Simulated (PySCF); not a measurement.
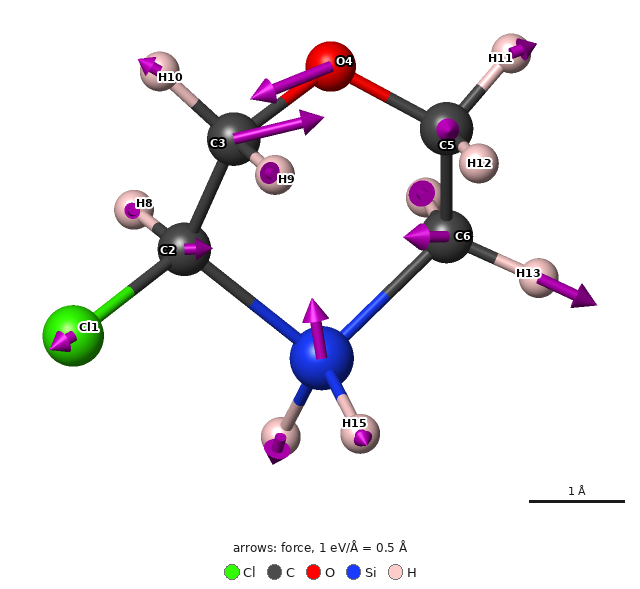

Starting geometry of C4H9ClOSi with the computed forces as purple arrows. The picture is a ball-and-stick view, seen at a tilt.

The start comes from GFN2-xTB. Its atoms were then displaced at random by about 0.01 Å.

Computed with PySCF, PBE0-D3(BJ)/def2-SVP geometry optimisation, gas phase. 

Question: Is this structure relaxed? If not, where do the atoms go?

Answer: It isn't relaxed: the largest force vector, on a C atom, is 1.97 eV/Å. The final displacements follow the starting forces only in part (cosine between the two patterns 0.52). The energy falls by 0.160 eV in 9 geometry steps. The atom that moves furthest after the best rigid fit is the Cl atom (0.081 Å). By element the largest moves are Cl 0.081 Å, H 0.059 Å, O 0.043 Å, C 0.035 Å, Si 0.033 Å. Near-neighbour distances that change, for instance: C–O 1.452 → 1.399 Å, H–Si 1.449 → 1.492 Å, C–H 1.066 → 1.102 Å, C–Cl 1.770 → 1.795 Å. Bond angles that change, for instance: C–Si–H 109.2° → 112.1°, O–C–H 108.5° → 111.3°, C–C–H 112.4° → 109.8°. Cost: 55 s on 1 thread of AMD EPYC 9R45 96-Core Processor, with other jobs on the host.
